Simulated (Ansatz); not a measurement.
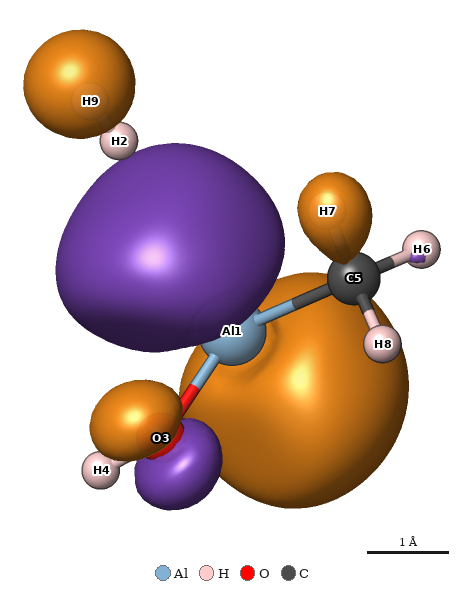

CH₄AlO···H₂ (doublet). One frontier orbital at ±0.1 Å⁻³ᐟ² (orange and purple are the two phases), seen at a tilt.

Not at a stationary point (largest force 1.7 eV/Å).

These are results of UKS PBE0/def2-SVP in Ansatz 0.2.0, not measurements.

| atom | x (Å) | y (Å) | z (Å) |
| --- | --- | --- | --- |
| Al | 0.0223 | -0.8902 | -0.4407 |
| H | -0.1890 | -0.0494 | 2.1815 |
| O | 1.4193 | -0.2281 | -1.1868 |
| H | 2.3071 | -0.5498 | -1.0193 |
| C | -1.6905 | -0.0565 | -0.9456 |
| H | -2.5197 | -0.7800 | -0.9709 |
| H | -1.9562 | 0.7301 | -0.2191 |
| H | -1.5859 | 0.4092 | -1.9394 |
| H | -0.2112 | 0.4628 | 2.6896 |

**Which orbital is it: HOMO (α) or LUMO (α)?**

The LUMO (α), at −0.71 eV. Its weight (Hirshfeld) is mainly on Al1 (about 70 %), O3 (about 10 %), H2 (about 5 %) and H9 (about 5 %).
